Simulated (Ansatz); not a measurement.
Molecular dynamics, with input and output: HfHClF4 (part 4 of 4)

Continued. System: HfHClF4. Method: RKS PBE0-D4/def2-SVP (Ansatz 0.2.0). It belongs to a series of runs on one base structure; here: dynamics from the highest image of the converged band.

Geometry of the input (Å):
```
Hf -0.3588  -0.0000  -0.0602
Cl -0.0203  0.0001  2.6119
F  1.5457  -0.0001  -0.0254
F  -0.7166  1.5467  -1.0922
F  -0.7166  -1.5467  -1.0923
F  -2.1022  -0.0001  1.0481
H  -1.3723  0.0000  2.1525
```

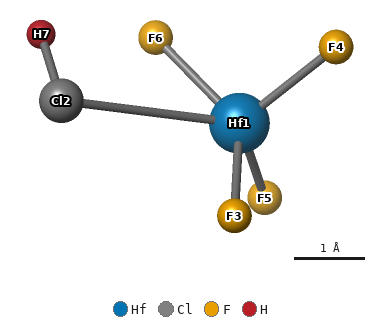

**Figure 1.** The geometry at step 163 of the log (ball-and-stick view, seen at a tilt; atoms are numbered from 1 in the order of the input).

Trajectory as extended XYZ, continued
```
7
Properties=species:S:1:pos:R:3:forces:R:3 step=123 time_fs=61.5 energy=-24695.21665 temperature=180.5
Hf   -0.4003   -0.0041   -0.0976    0.3409  -0.4342  -0.1516
Cl    0.0502    0.0916    2.7731    0.0324   0.0016  -0.1588
F     1.5544   -0.0540   -0.0281   -1.0374  -0.0644   0.3685
F    -0.5460    1.7009   -0.9660   -0.2053  -0.5941   0.0825
F    -0.6743   -1.6267   -1.1107    0.0997   0.9251   0.2257
F    -2.0730   -0.1511    0.9541    0.6616   0.1501  -0.2811
H    -1.2418   -0.0246    2.8878    0.1081   0.0159  -0.0853
7
Properties=species:S:1:pos:R:3:forces:R:3 step=127 time_fs=63.5 energy=-24695.21972 temperature=185.3
Hf   -0.4008   -0.0043   -0.0996    0.2692  -0.4351  -0.0045
Cl    0.0546    0.0942    2.7765   -0.1033   0.0020  -0.1402
F     1.5542   -0.0596   -0.0146   -1.0704  -0.0537   0.3412
F    -0.5488    1.7010   -0.9658   -0.1934  -0.5780   0.0707
F    -0.6732   -1.6224   -1.1164    0.0933   0.8868   0.1997
F    -2.0747   -0.1543    0.9580    0.7604   0.1629  -0.3527
H    -1.2409   -0.0023    2.9143    0.2442   0.0150  -0.1144
7
Properties=species:S:1:pos:R:3:forces:R:3 step=130 time_fs=65.0 energy=-24695.22657 temperature=195.9
Hf   -0.4011   -0.0045   -0.1012    0.2080  -0.4231   0.1118
Cl    0.0579    0.0961    2.7789   -0.0437   0.0149  -0.1413
F     1.5526   -0.0638   -0.0041   -1.0607  -0.0468   0.3220
F    -0.5512    1.7002   -0.9655   -0.1855  -0.5474   0.0523
F    -0.6722   -1.6179   -1.1204    0.0842   0.8306   0.1627
F    -2.0750   -0.1565    0.9604    0.8146   0.1700  -0.3935
H    -1.2346    0.0148    2.9313    0.1832   0.0018  -0.1140
7
Properties=species:S:1:pos:R:3:forces:R:3 step=133 time_fs=66.5 energy=-24695.23642 temperature=211.1
Hf   -0.4014   -0.0047   -0.1028    0.1423  -0.4002   0.2312
Cl    0.0611    0.0980    2.7812    0.1270   0.0318  -0.1568
F     1.5498   -0.0681    0.0068   -1.0220  -0.0413   0.3043
F    -0.5538    1.6989   -0.9651   -0.1787  -0.5017   0.0261
F    -0.6711   -1.6125   -1.1242    0.0715   0.7519   0.1111
F    -2.0744   -0.1585    0.9624    0.8499   0.1746  -0.4220
H    -1.2245    0.0319    2.9460    0.0099  -0.0151  -0.0940
7
Properties=species:S:1:pos:R:3:forces:R:3 step=137 time_fs=68.5 energy=-24695.25171 temperature=234.8
Hf   -0.4018   -0.0051   -0.1048    0.0536  -0.3523   0.3940
Cl    0.0655    0.1006    2.7842    0.3455   0.0477  -0.1791
F     1.5442   -0.0740    0.0219   -0.9269  -0.0360   0.2831
F    -0.5575    1.6962   -0.9646   -0.1711  -0.4197  -0.0195
F    -0.6695   -1.6041   -1.1291    0.0494   0.6146   0.0213
F    -2.0721   -0.1608    0.9643    0.8623   0.1764  -0.4383
H    -1.2114    0.0542    2.9625   -0.2127  -0.0307  -0.0616
7
Properties=species:S:1:pos:R:3:forces:R:3 step=140 time_fs=70.0 energy=-24695.26538 temperature=255.9
Hf   -0.4020   -0.0054   -0.1063   -0.0105  -0.3037   0.5167
Cl    0.0690    0.1026    2.7863    0.3576   0.0513  -0.1748
F     1.5388   -0.0784    0.0336   -0.8248  -0.0338   0.2690
F    -0.5606    1.6936   -0.9643   -0.1667  -0.3445  -0.0603
F    -0.6682   -1.5969   -1.1327    0.0293   0.4903  -0.0601
F    -2.0692   -0.1623    0.9652    0.8428   0.1742  -0.4331
H    -1.2063    0.0701    2.9732   -0.2278  -0.0339  -0.0575
7
Properties=species:S:1:pos:R:3:forces:R:3 step=143 time_fs=71.5 energy=-24695.28035 temperature=279.0
Hf   -0.4023   -0.0058   -0.1077   -0.0712  -0.2453   0.6361
Cl    0.0728    0.1046    2.7883    0.2184   0.0523  -0.1462
F     1.5324   -0.0828    0.0456   -0.6984  -0.0333   0.2569
F    -0.5638    1.6906   -0.9640   -0.1632  -0.2600  -0.1054
F    -0.6670   -1.5891   -1.1364    0.0067   0.3515  -0.1512
F    -2.0654   -0.1636    0.9655    0.7990   0.1690  -0.4131
H    -1.2058    0.0854    2.9827   -0.0912  -0.0343  -0.0770
7
Properties=species:S:1:pos:R:3:forces:R:3 step=147 time_fs=73.5 energy=-24695.29831 temperature=306.8
Hf   -0.4027   -0.0064   -0.1094   -0.1476  -0.1555   0.7801
Cl    0.0780    0.1073    2.7908   -0.0304   0.0575  -0.0950
F     1.5228   -0.0888    0.0621   -0.4969  -0.0351   0.2448
F    -0.5684    1.6862   -0.9638   -0.1594  -0.1383  -0.1691
F    -0.6652   -1.5781   -1.1416   -0.0257   0.1519  -0.2829
F    -2.0588   -0.1651    0.9652    0.7071   0.1577  -0.3651
H    -1.2074    0.1046    2.9926    0.1528  -0.0382  -0.1128
7
Properties=species:S:1:pos:R:3:forces:R:3 step=150 time_fs=75.0 energy=-24695.30982 temperature=324.6
Hf   -0.4030   -0.0068   -0.1106   -0.2017  -0.0825   0.8683
Cl    0.0818    0.1094    2.7926   -0.1133   0.0641  -0.0714
F     1.5148   -0.0934    0.0748   -0.3259  -0.0383   0.2394
F    -0.5721    1.6827   -0.9639   -0.1568  -0.0445  -0.2171
F    -0.6640   -1.5697   -1.1459   -0.0503  -0.0014  -0.3846
F    -2.0530   -0.1660    0.9645    0.6175   0.1461  -0.3144
H    -1.2054    0.1180    2.9973    0.2304  -0.0435  -0.1202
7
Properties=species:S:1:pos:R:3:forces:R:3 step=153 time_fs=76.5 energy=-24695.32027 temperature=340.8
Hf   -0.4033   -0.0073   -0.1117   -0.2514  -0.0082   0.9329
Cl    0.0857    0.1115    2.7944   -0.0500   0.0695  -0.0709
F     1.5065   -0.0980    0.0877   -0.1432  -0.0430   0.2373
F    -0.5759    1.6792   -0.9642   -0.1539   0.0474  -0.2629
F    -0.6628   -1.5613   -1.1506   -0.0742  -0.1508  -0.4842
F    -2.0464   -0.1667    0.9635    0.5129   0.1321  -0.2522
H    -1.1987    0.1305    2.9995    0.1599  -0.0470  -0.1000
7
Properties=species:S:1:pos:R:3:forces:R:3 step=157 time_fs=78.5 energy=-24695.33022 temperature=356.2
Hf   -0.4038   -0.0079   -0.1130   -0.3049   0.0872   0.9752
Cl    0.0908    0.1144    2.7967    0.1823   0.0709  -0.0937
F     1.4952   -0.1041    0.1054    0.1080  -0.0512   0.2385
F    -0.5813    1.6745   -0.9651   -0.1492   0.1607  -0.3173
F    -0.6613   -1.5503   -1.1578   -0.1028  -0.3325  -0.6054
F    -2.0368   -0.1674    0.9617    0.3511   0.1100  -0.1526
H    -1.1853    0.1456    2.9992   -0.0845  -0.0452  -0.0448
7
Properties=species:S:1:pos:R:3:forces:R:3 step=160 time_fs=80.0 energy=-24695.33405 temperature=362.1
Hf   -0.4042   -0.0083   -0.1138   -0.3290   0.1512   0.9709
Cl    0.0947    0.1167    2.7984    0.3174   0.0701  -0.1038
F     1.4868   -0.1089    0.1190    0.2930  -0.0583   0.2410
F    -0.5856    1.6713   -0.9662   -0.1447   0.2344  -0.3505
F    -0.6603   -1.5426   -1.1640   -0.1207  -0.4470  -0.6815
F    -2.0291   -0.1678    0.9601    0.2134   0.0912  -0.0668
H    -1.1768    0.1557    2.9977   -0.2294  -0.0416  -0.0093
7
Properties=species:S:1:pos:R:3:forces:R:3 step=163 time_fs=81.5 energy=-24695.33682 temperature=366.4
Hf   -0.4047   -0.0087   -0.1145   -0.3345   0.2050   0.9343
Cl    0.0988    0.1189    2.8000    0.3012   0.0732  -0.0897
F     1.4788   -0.1136    0.1329    0.4668  -0.0656   0.2432
F    -0.5900    1.6682   -0.9677   -0.1390   0.2948  -0.3755
F    -0.6595   -1.5353   -1.1710   -0.1345  -0.5365  -0.7400
F    -2.0211   -0.1681    0.9584    0.0631   0.0707   0.0264
H    -1.1729    0.1650    2.9960   -0.2232  -0.0415   0.0012
7
Properties=species:S:1:pos:R:3:forces:R:3 step=167 time_fs=83.5 energy=-24695.33956 temperature=370.7
Hf   -0.4053   -0.0092   -0.1153   -0.3087   0.2552   0.8335
Cl    0.1045    0.1220    2.8020    0.0669   0.0865  -0.0387
F     1.4690   -0.1201    0.1518    0.6673  -0.0750   0.2434
F    -0.5961    1.6648   -0.9704   -0.1290   0.3501  -0.3934
F    -0.6586   -1.5265   -1.1815   -0.1451  -0.6084  -0.7838
F    -2.0105   -0.1683    0.9563   -0.1493   0.0419   0.1572
H    -1.1744    0.1759    2.9937   -0.0022  -0.0503  -0.0182
7
Properties=species:S:1:pos:R:3:forces:R:3 step=170 time_fs=85.0 energy=-24695.34019 temperature=371.7
Hf   -0.4059   -0.0096   -0.1157   -0.2645   0.2736   0.7192
Cl    0.1089    0.1244    2.8035   -0.1215   0.0984  -0.0002
F     1.4624   -0.1251    0.1663    0.7852  -0.0809   0.2397
F    -0.6009    1.6626   -0.9729   -0.1193   0.3703  -0.3939
F    -0.6582   -1.5208   -1.1905   -0.1465  -0.6229  -0.7873
F    -2.0026   -0.1685    0.9548   -0.3088   0.0198   0.2553
H    -1.1760    0.1829    2.9915    0.1754  -0.0583  -0.0328
7
Properties=species:S:1:pos:R:3:forces:R:3 step=173 time_fs=86.5 energy=-24695.34135 temperature=373.5
Hf   -0.4064   -0.0099   -0.1161   -0.2008   0.2741   0.5749
Cl    0.1132    0.1269    2.8050   -0.1965   0.1054   0.0203
F     1.4568   -0.1302    0.1811    0.8686  -0.0851   0.2314
F    -0.6058    1.6609   -0.9759   -0.1074   0.3710  -0.3829
F    -0.6579   -1.5157   -1.2004   -0.1422  -0.6026  -0.7644
F    -1.9951   -0.1686    0.9537   -0.4598  -0.0018   0.3486
H    -1.1741    0.1886    2.9887    0.2380  -0.0611  -0.0280
7
Properties=species:S:1:pos:R:3:forces:R:3 step=177 time_fs=88.5 energy=-24695.34570 temperature=380.2
Hf   -0.4072   -0.0103   -0.1165   -0.0897   0.2475   0.3468
Cl    0.1187    0.1302    2.8071   -0.0705   0.1030   0.0145
F     1.4509   -0.1371    0.2012    0.9193  -0.0873   0.2107
F    -0.6125    1.6592   -0.9805   -0.0880   0.3423  -0.3506
F    -0.6577   -1.5100   -1.2149   -0.1278  -0.5243  -0.6933
F    -1.9860   -0.1687    0.9528   -0.6366  -0.0288   0.4584
H    -1.1643    0.1942    2.9841    0.0932  -0.0525   0.0135
7
Properties=species:S:1:pos:R:3:forces:R:3 step=180 time_fs=90.0 energy=-24695.34953 temperature=386.1
Hf   -0.4078   -0.0105   -0.1167    0.0097   0.2092   0.1617
Cl    0.1229    0.1328    2.8086    0.1100   0.0962  -0.0016
F     1.4476   -0.1423    0.2166    0.9100  -0.0857   0.1859
F    -0.6177    1.6584   -0.9844   -0.0709   0.3002  -0.3142
F    -0.6578   -1.5065   -1.2267   -0.1115  -0.4323  -0.6127
F    -1.9800   -0.1689    0.9528   -0.7449  -0.0468   0.5248
H    -1.1542    0.1971    2.9809   -0.1024  -0.0407   0.0560
7
Properties=species:S:1:pos:R:3:forces:R:3 step=183 time_fs=91.5 energy=-24695.35358 temperature=392.4
Hf   -0.4085   -0.0108   -0.1169    0.1185   0.1580  -0.0225
Cl    0.1270    0.1355    2.8101    0.2248   0.0925  -0.0086
F     1.4454   -0.1477    0.2321    0.8612  -0.0812   0.1517
F    -0.6229    1.6580   -0.9888   -0.0518   0.2428  -0.2689
F    -0.6580   -1.5034   -1.2393   -0.0914  -0.3179  -0.5124
F    -1.9748   -0.1691    0.9533   -0.8290  -0.0622   0.5734
H    -1.1463    0.1991    2.9790   -0.2324  -0.0321   0.0872
7
Properties=species:S:1:pos:R:3:forces:R:3 step=187 time_fs=93.5 energy=-24695.36104 temperature=403.9
Hf   -0.4092   -0.0110   -0.1172    0.2687   0.0754  -0.2481
Cl    0.1328    0.1391    2.8121    0.1296   0.1000   0.0146
F     1.4440   -0.1551    0.2532    0.7412  -0.0705   0.0907
F    -0.6300    1.6578   -0.9950   -0.0239   0.1478  -0.1979
F    -0.6584   -1.4999   -1.2568   -0.0606  -0.1416  -0.3562
F    -1.9694   -0.1695    0.9551   -0.8985  -0.0780   0.6058
H    -1.1430    0.2007    2.9792   -0.1564  -0.0331   0.0912
7
Properties=species:S:1:pos:R:3:forces:R:3 step=190 time_fs=95.0 energy=-24695.36644 temperature=412.2
Hf   -0.4098   -0.0112   -0.1175    0.3751   0.0066  -0.3919
Cl    0.1372    0.1419    2.8137   -0.0759   0.1116   0.0488
F     1.4439   -0.1606    0.2691    0.6171  -0.0591   0.0340
F    -0.6354    1.6579   -0.9999   -0.0014   0.0667  -0.1391
F    -0.6588   -1.4975   -1.2705   -0.0358  -0.0001  -0.2284
F    -1.9665   -0.1699    0.9572   -0.9143  -0.0860   0.6030
H    -1.1446    0.2010    2.9817    0.0353  -0.0398   0.0737
7
Properties=species:S:1:pos:R:3:forces:R:3 step=193 time_fs=96.5 energy=-24695.36991 temperature=417.6
Hf   -0.4103   -0.0114   -0.1178    0.4667  -0.0647  -0.5082
Cl    0.1416    0.1448    2.8152   -0.2575   0.1208   0.0797
F     1.4445   -0.1663    0.2850    0.4716  -0.0452  -0.0304
F    -0.6407    1.6580   -1.0050    0.0221  -0.0188  -0.0777
F    -0.6592   -1.4950   -1.2845   -0.0104   0.1425  -0.0970
F    -1.9647   -0.1704    0.9600   -0.8956  -0.0903   0.5760
H    -1.1455    0.2005    2.9857    0.2030  -0.0442   0.0576
7
Properties=species:S:1:pos:R:3:forces:R:3 step=197 time_fs=98.5 energy=-24695.37285 temperature=422.2
Hf   -0.4109   -0.0117   -0.1183    0.5549  -0.1593  -0.6157
Cl    0.1472    0.1487    2.8174   -0.2964   0.1227   0.0936
F     1.4462   -0.1739    0.3062    0.2570  -0.0238  -0.1249
F    -0.6478    1.6582   -1.0119    0.0546  -0.1338   0.0047
F    -0.6598   -1.4915   -1.3032    0.0230   0.3247   0.0763
F    -1.9638   -0.1712    0.9648   -0.8160  -0.0905   0.5039
H    -1.1400    0.1984    2.9931    0.2228  -0.0398   0.0621
7
Properties=species:S:1:pos:R:3:forces:R:3 step=200 time_fs=100.0 energy=-24695.37354 temperature=423.2
Hf   -0.4113   -0.0119   -0.1188    0.5913  -0.2270  -0.6582
Cl    0.1512    0.1517    2.8191   -0.1629   0.1176   0.0811
F     1.4478   -0.1797    0.3220    0.0904  -0.0062  -0.2000
F    -0.6531    1.6581   -1.0171    0.0792  -0.2165   0.0643
F    -0.6603   -1.4884   -1.3172    0.0468   0.4493   0.1994
F    -1.9643   -0.1719    0.9690   -0.7195  -0.0870   0.4258
H    -1.1304    0.1957    3.0002    0.0747  -0.0302   0.0876
```

Key numbers

| quantity | value |
| --- | --- |
| outcome | finished |
| mean temperature over the second half | 299 K |
| trajectory | 200 steps, 100 fs |
| ensemble | nve |
| temperature in the input | 300.0 K |
| time step | 0.5 fs |
| potential energy (last step) | −24695.3736 eV |
| mean-field energy (last step) | −24695.2561 eV |
| largest force (length of the vector) (last step) | 0.913 eV/Å |
| hardware | 2 threads of Arm Neoverse V2, 24 GiB of memory available, shared host |
| wall time | 10 min (CPU time 20 min) |
| peak memory | 0.26 GiB |

Remarks

So short a trajectory is not equilibrated.
